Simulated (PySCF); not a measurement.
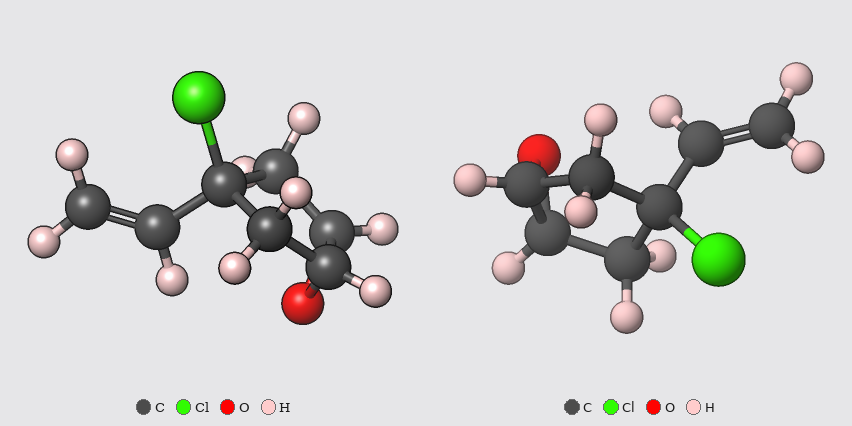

Both panels show the same species.

The geometry was computed by an optimisation with GFN2-xTB. No frequency run is at hand to confirm it as a minimum.

Count the atoms of each element.

C₇H₉ClO, 18 atoms: 7 carbon, 9 hydrogen, 1 chlorine and 1 oxygen.

Name some functional groups or characteristic bonds that it holds.

Among them: ether, alkene, C–Cl bond.

More results for the same structure follow; atom numbers are the same in all pictures, views and colours differ.

Geometry

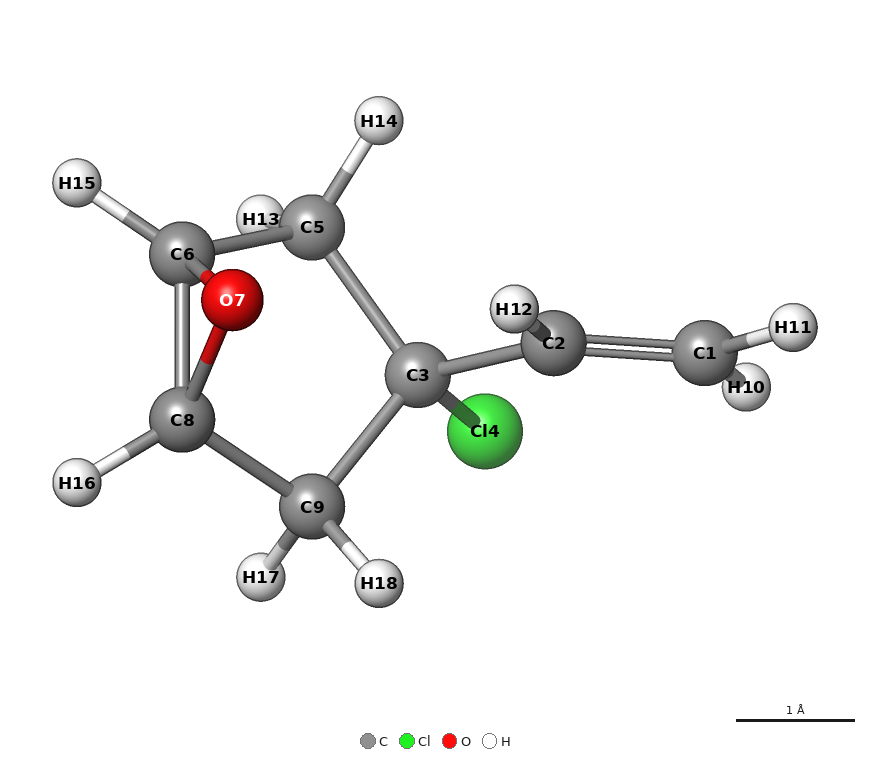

No frequency run is at hand to confirm it as a minimum.

List the bonds and their lengths. Leave out bonds to hydrogen.

| bond | length (Å) | order |
| --- | --- | --- |
| C1–C2 | 1.318 | double |
| C2–C3 | 1.500 | single |
| C3–Cl4 | 1.792 | single |
| C3–C5 | 1.547 | single |
| C3–C9 | 1.547 | single |
| C5–C6 | 1.514 | single |
| C6–O7 | 1.400 | single |
| C6–C8 | 1.463 | single |
| O7–C8 | 1.400 | single |
| C8–C9 | 1.514 | single |

Quadrupole coupling

No frequency run is at hand to confirm it as a minimum. Electric field gradients from the ground-state density, PBE0/pcSseg-1 (PySCF 2.14.0), non-relativistic apart from any core potentials.

Give the largest field-gradient component, the quadrupole coupling constant and the asymmetry for 35Cl at Cl4 (Q = −81.7 mb), 17O at O7 (Q = −25.6 mb), 2H at H10 (Q = 2.86 mb), 2H at H11 (Q = 2.86 mb), 2H at H12 (Q = 2.86 mb), 2H at H13 (Q = 2.86 mb).

```tsv
atom	V_zz (a.u.)	e²qQ/h (MHz)	η
Cl4	3.833	−73.6	0.00
O7	−2.163	13.01	0.09
H10	0.333	0.223	0.05
H11	0.339	0.228	0.04
H12	0.314	0.211	0.05
H13	0.303	0.203	0.03
```

Electronic properties

No frequency run is at hand to confirm it as a minimum. Method: PBE0/pcSseg-1, gas phase (PySCF 2.14.0).

What does the calculation give?

- dipole moment: 1.50 D
- HOMO energy (Kohn–Sham orbital): −7.69 eV
- LUMO energy (Kohn–Sham orbital): 0.32 eV
- HOMO–LUMO gap: 8.01 eV

NMR shielding

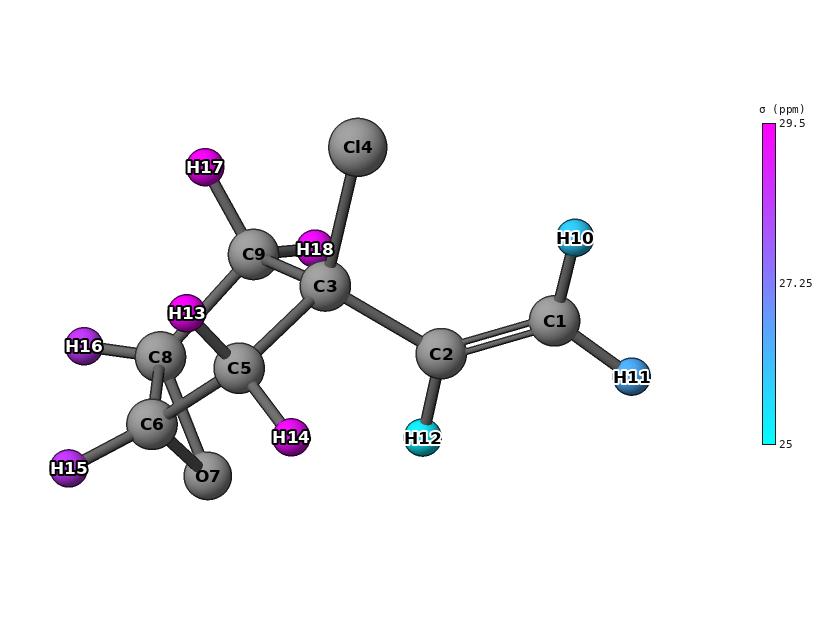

Atoms are coloured by their isotropic NMR shieldings (H only, the others grey). No frequency run is at hand to confirm it as a minimum. Level of theory: GIAO PBE0/pcSseg-1 NMR shielding, non-relativistic, gas phase (PySCF 2.14.0).

Give the isotropic NMR shieldings of the H atoms atom by atom.

```json
{"atom": "H10", "σ (ppm)": "25.88"}
{"atom": "H11", "σ (ppm)": "26.42"}
{"atom": "H12", "σ (ppm)": "25.35"}
{"atom": "H13", "σ (ppm)": "29.41"}
{"atom": "H14", "σ (ppm)": "29.24"}
{"atom": "H15", "σ (ppm)": "28.49"}
{"atom": "H16", "σ (ppm)": "28.49"}
{"atom": "H17", "σ (ppm)": "29.40"}
{"atom": "H18", "σ (ppm)": "29.25"}
```
